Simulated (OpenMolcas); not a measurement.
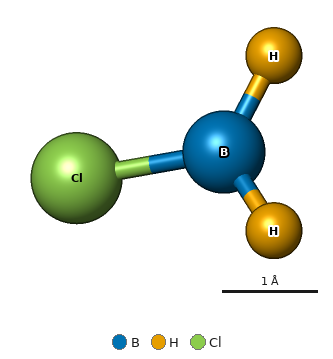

Fig. 1: The structure (ball-and-stick view, seen at a tilt).

# Run report: BH2Cl, single-point calculation (part 1 of 3)

BH2Cl, computed with CPF/6-31G*, RHF (OpenMolcas 26.06).

The geometry comes from this level: GFN2-xTB.

### Input
```
&GATEWAY
  Coord
  geom.xyz
  Basis
  6-31G*
  Group
  NoSym

&SEWARD

&SCF
  PrOrbitals
  1 2

&MOTRA
  Frozen
  6

&GUGA
  Electrons
  12
  Spin
  1
  Inactive
  6
  Active
  0
  CIAll
  1

&CPF
  CPF
```

### File geom.xyz
```
4

B      0.069310     0.114420    -0.000410
H      1.240090     0.070720     0.015540
H     -0.512130     1.131590    -0.018950
Cl    -0.797280    -1.316740     0.003830
```

Launch command:
```bash
export MOLCAS_MEM=1860
pymolcas job.input > job.log
```

### Output
```
--- Start Module: gateway ---

                                              &GATEWAY

                       available to each process: 1.9 GB of memory, 1 thread

++    Symmetry information:
      ---------------------

                    Character Table for C1

                             E
                    a        1  x, y, xy, Rz, z, xz, Ry, yz, Rx, I
--

++    Basis set information:
      ----------------------

      Basis set label: B.6-31G**....

      Electronic valence basis set:
      ------------------
      Associated Effective Charge   5.000000 au
      Associated Actual Charge      5.000000 au
      Nuclear Model: Point charge

      Shell  nPrim  nBasis  Cartesian Spherical Contaminant
         s      10       3        X
         p       4       2        X
         d       1       1        X

      Basis set label: H.6-31G....

      Electronic valence basis set:
      ------------------
      Associated Effective Charge   1.000000 au
      Associated Actual Charge      1.000000 au
      Nuclear Model: Point charge

      Shell  nPrim  nBasis  Cartesian Spherical Contaminant
         s       4       2        X

      Basis set label: CL.6-31G**....

      Electronic valence basis set:
      ------------------
      Associated Effective Charge  17.000000 au
      Associated Actual Charge     17.000000 au
      Nuclear Model: Point charge

      Shell  nPrim  nBasis  Cartesian Spherical Contaminant
         s      16       4        X
         p      10       3        X
         d       1       1        X
--

++    Molecular structure info:
      -------------------------

                    ************************************************
                    **** Cartesian Coordinates / bohr, angstrom ****
                    ************************************************

     Center  Label                x              y              z                     x              y              z
        1      B1               0.130977       0.216222      -0.000775              0.069310       0.114420      -0.000410
        2      H2               2.343430       0.133641       0.029366              1.240090       0.070720       0.015540
        3      H3              -0.967785       2.138395      -0.035810             -0.512130       1.131590      -0.018950
        4      CL4             -1.506641      -2.488278       0.007238             -0.797280      -1.316740       0.003830

                    ***************************************
                    *    InterNuclear Distances / bohr    *
                    ***************************************

               1 B1            2 H2            3 H3            4 CL4
    1 B1       0.000000
    2 H2       2.214199        0.000000
    3 H3       2.214329        3.871361        0.000000
    4 CL4      3.161673        4.658111        4.658146        0.000000

                    *******************************************
                    *    InterNuclear Distances / angstrom    *
                    *******************************************

               1 B1            2 H2            3 H3            4 CL4
    1 B1       0.000000
    2 H2       1.171704        0.000000
    3 H3       1.171773        2.048636        0.000000
    4 CL4      1.673086        2.464966        2.464985        0.000000

                    **************************************
                    *    Valence Bond Angles / degree    *
                    **************************************
                          Atom centers                 Phi
                      2 H2       1 B1       3 H3       121.90
--

            Nuclear Potential Energy             38.95804557 au

--- Stop Module: gateway /rc=_RC_ALL_IS_WELL_ ---

--- Start Module: seward ---

                                              &SEWARD

                       available to each process: 1.9 GB of memory, 1 thread

               SEWARD will generate:
                  Multipole Moment integrals up to order  2
                  Kinetic Energy integrals
                  Nuclear Attraction integrals (point charge)
                  One-Electron Hamiltonian integrals
                  Velocity integrals
                  Orbital angular momentum around ( -1.0388  -1.7157   0.0050 )
                  Velocity quadrupole around ( -1.0388  -1.7157   0.0050 )
                  Two-Electron Repulsion integrals

                   Integrals are discarded if absolute value <: 1.00E-14
                   Integral cutoff threshold is set to       <: 1.00E-16

            Nuclear Potential Energy             38.95804557 au

      Basis set specifications :
      Symmetry species         a
      Basis functions           38

--- Stop Module: seward /rc=_RC_ALL_IS_WELL_ ---

--- Start Module: scf ---

                                                &SCF

                       available to each process: 1.9 GB of memory, 1 thread

++    Input section:
      --------------

      Header of the integral files:

      Cartesian coordinates in angstrom:
      -----------------------------------------------------
      No.  Label        X            Y            Z
      -----------------------------------------------------
       1   B1         0.06931000   0.11442000  -0.00041000
       2   H2         1.24009000   0.07072000   0.01554000
       3   H3        -0.51213000   1.13159000  -0.01895000
       4   CL4       -0.79728000  -1.31674000   0.00383000
      -----------------------------------------------------
      Nuclear repulsion energy =   38.95804557
--

++    Orbital specifications:
      -----------------------

      Symmetry species               1
                                     a
      Frozen orbitals                0
      Occupied orbitals             12
      Secondary orbitals            26
      Deleted orbitals               0
      Total number of orbitals      38
      Number of basis functions     38
--

      Molecular charge                           0.000

++    Optimization specifications:
      ----------------------------

      SCF Algorithm: Conventional
      Minimized density differences are used
      Number of density matrices in core                 5
      Maximum number of NDDO SCF iterations            400
      Maximum number of HF SCF iterations              400
      Threshold for SCF energy change             1.00E-09
      Threshold for density matrix                1.00E-04
      Threshold for Fock matrix                   1.50E-04
      Threshold for linear dependence             1.00E-09
      Threshold at which DIIS is turned on        1.50E-01
      Maximum depth in the DIIS procedure                5
      Maximum depth in the BFGS Hessian update          30
      Threshold at which QNR/C2DIIS is turned on  7.50E-02
      Threshold for Norm(delta) (QNR/C2DIIS)      1.00E-03
      All orbitals punched on: SCFORB
--

      Input vectors read from INPORB
      Orbital file label: *Guess orbitals

++ Convergence information
                                   SCF        iterations: Energy and convergence statistics

Iter     Tot. SCF        One-elec.       Two-elec.     Energy      Max Dij or  Max Fij      DNorm      TNorm      AccCon     Time
         Energy          Energy          Energy        Change      Delta Norm                                                in Sec.
   1  -485.171126764  -743.212468159   219.083295827   0.00E+00    2.50E-01*   2.79E-01*    6.65E+00   1.35E+02   None         0.
   2  -485.331019256  -747.066911832   222.777847008  -1.60E-01*   1.21E-01*   3.92E-02*    1.10E+00   1.36E+02   EDIIS        0.
   3  -485.345505676  -746.387547671   222.083996427  -1.45E-02*   3.00E-02*   1.34E-02*    3.95E-01   1.36E+02   c2DIIS       0.
   4  -485.347486349  -746.482460797   222.176928880  -1.98E-03*   1.16E-02*   6.19E-03*    9.00E-02   1.36E+02   QNRc2DIIS    0.
   5  -485.347740034  -746.514491012   222.208705409  -2.54E-04*   9.06E-03*   2.03E-03*    2.07E-02   1.36E+02   QNRc2DIIS    0.
   6  -485.347803891  -746.508393339   222.202543880  -6.39E-05*   7.84E-04    4.40E-04*    6.65E-03   1.36E+02   QNRc2DIIS    0.
   7  -485.347805871  -746.513557259   222.207705820  -1.98E-06*   4.01E-04    1.28E-04     1.11E-03   1.36E+02   QNRc2DIIS    0.
   8  -485.347806097  -746.512819304   222.206967639  -2.26E-07*   2.30E-05    1.31E-05     2.50E-04   1.36E+02   QNRc2DIIS    0.
   9  -485.347806098  -746.513134895   222.207283229  -1.26E-09*   6.49E-06    2.90E-06     3.31E-05   1.36E+02   QNRc2DIIS    0.
  10  -485.347806098  -746.513061523   222.207209856  -1.00E-10    1.35E-06    4.59E-07     1.08E-05   1.36E+02   QNRc2DIIS    0.

       Convergence after  10 Iterations
--

 *****************************************************************************************************************************
 *                                             SCF/KS-DFT Program, Final results                                             *
 *                                                       Final Results                                                       *
 *****************************************************************************************************************************

::    Total SCF energy                               -485.3478060984
      One-electron energy                            -746.5130615226
      Two-electron energy                             222.2072098563
      Nuclear repulsion energy                         38.9580455679
      Kinetic energy (interpolated)                   485.3556903220
      Virial theorem                                    0.9999837558
      Total spin, S(S+1)                                0.0000000000
      Total spin, S                                     0.0000000000
      Max non-diagonal density matrix element           0.0000013475
      Max non-diagonal Fock matrix element              0.0000002523

      All orbitals with orbital energies smaller than  E(LUMO)+0.5 are printed

++    Molecular orbitals:
      -------------------

      Title: SCF orbitals

      Molecular orbitals for symmetry species 1: a

      Basis set list:
        1 B1     1s                 11 B1     *110               21 CL4    2s                 31 CL4    3pz
        2 B1     2s                 12 B1     *101               22 CL4    3s                 32 CL4    *pz
        3 B1     *s                 13 B1     *020               23 CL4    *s                 33 CL4    *200
        4 B1     2px                14 B1     *011               24 CL4    2px                34 CL4    *110
        5 B1     *px                15 B1     *002               25 CL4    3px                35 CL4    *101
        6 B1     2py                16 H2     1s                 26 CL4    *px                36 CL4    *020
        7 B1     *py                17 H2     *s                 27 CL4    2py                37 CL4    *011
        8 B1     2pz                18 H3     1s                 28 CL4    3py                38 CL4    *002
        9 B1     *pz                19 H3     *s                 29 CL4    *py
       10 B1     *200               20 CL4    1s                 30 CL4    2pz

  Index Energy  Occupation Coefficients ...

    1 -104.8285    2.0000         20 CL4    1s     ( 0.996),

    2  -10.5663    2.0000         21 CL4    2s     ( 1.031),

    3   -8.0351    2.0000         24 CL4    2px    ( 0.514),    27 CL4    2py    ( 0.849),

    4   -8.0331    2.0000         30 CL4    2pz    ( 0.993),

    5   -8.0323    2.0000         24 CL4    2px    ( 0.850),    27 CL4    2py    (-0.514),

    6   -7.6524    2.0000          1 B1     1s     ( 0.996),

    7   -1.1337    2.0000         21 CL4    2s     (-0.351),    22 CL4    3s     ( 0.683),

    8   -0.7106    2.0000          1 B1     1s     (-0.173),     2 B1     2s     ( 0.296),     3 B1     *s     ( 0.231),    16 H2     1s     ( 0.159),
                                  18 H3     1s     ( 0.159),    22 CL4    3s     (-0.236),    23 CL4    *s     (-0.197),    25 CL4    3px    ( 0.169),
                                  28 CL4    3py    ( 0.279),

    9   -0.5733    2.0000          4 B1     2px    ( 0.310),     6 B1     2py    (-0.188),    16 H2     1s     ( 0.180),    18 H3     1s     (-0.180),
                                  25 CL4    3px    ( 0.341),    28 CL4    3py    (-0.207),

   10   -0.5529    2.0000          6 B1     2py    (-0.303),    25 CL4    3px    ( 0.280),    28 CL4    3py    ( 0.462),

   11   -0.4952    2.0000         31 CL4    3pz    ( 0.688),    32 CL4    *pz    ( 0.374),

   12   -0.4359    2.0000         25 CL4    3px    ( 0.524),    26 CL4    *px    ( 0.312),    28 CL4    3py    (-0.317),

   13    0.0905    0.0000          9 B1     *pz    (-0.792),

   14    0.2713    0.0000          3 B1     *s     (-2.104),     7 B1     *py    ( 1.515),    23 CL4    *s     ( 1.864),    29 CL4    *py    ( 1.361),

   15    0.3060    0.0000          3 B1     *s     (-2.336),    17 H2     *s     ( 1.700),    19 H3     *s     ( 1.701),

   16    0.3438    0.0000          5 B1     *px    ( 2.059),     7 B1     *py    (-1.246),    17 H2     *s     (-2.090),    19 H3     *s     ( 2.089),

   17    0.4889    0.0000          2 B1     2s     ( 0.587),     3 B1     *s     (-0.724),     4 B1     2px    (-0.383),     6 B1     2py    (-0.633),
                                   7 B1     *py    ( 0.471),    22 CL4    3s     ( 0.460),    23 CL4    *s     (-0.520),    26 CL4    *px    (-0.382),
                                  29 CL4    *py    (-0.630),

   18    0.5419    0.0000          2 B1     2s     (-0.834),     3 B1     *s     ( 1.020),     7 B1     *py    ( 0.824),    22 CL4    3s     (-0.870),
                                  23 CL4    *s     ( 1.441),

   19    0.5696    0.0000          4 B1     2px    (-0.729),     5 B1     *px    ( 1.413),     7 B1     *py    (-0.856),

--

++    Molecular charges:
      ------------------

      Mulliken charges per centre and basis function type
      ---------------------------------------------------

                B1      H2      H3      CL4
      1s       1.9971  0.5238  0.5238  1.9989
      2s       0.5476  0.0000  0.0000  1.9983
      2px      0.6779  0.0000  0.0000  1.9943
      2pz      0.0814  0.0000  0.0000  1.9940
      2py      0.6119  0.0000  0.0000  1.9934
      3s       0.0000  0.0000  0.0000  1.3396
      3px      0.0000  0.0000  0.0000  1.2589
      3pz      0.0000  0.0000  0.0000  1.2050
      3py      0.0000  0.0000  0.0000  1.1589
      *s       0.3810  0.4894  0.4894  0.5927
      *110     0.0256  0.0000  0.0000  0.0114
      *101     0.0033  0.0000  0.0000  0.0010
      *020     0.0566  0.0000  0.0000  0.0178
      *011     0.0090  0.0000  0.0000  0.0028
      *002    -0.0118  0.0000  0.0000 -0.0003
      *200     0.0620  0.0000  0.0000  0.0035
      *px      0.2000  0.0000  0.0000  0.5460
      *pz      0.0654  0.0000  0.0000  0.6383
      *py      0.1168  0.0000  0.0000  0.3954
      Total    4.8237  1.0132  1.0132 17.1499

      N-E      0.1763 -0.0132 -0.0132 -0.1499

      Total electronic charge=   24.000000

      Total            charge=   -0.000000
--

++    Molecular properties:
      ---------------------
```
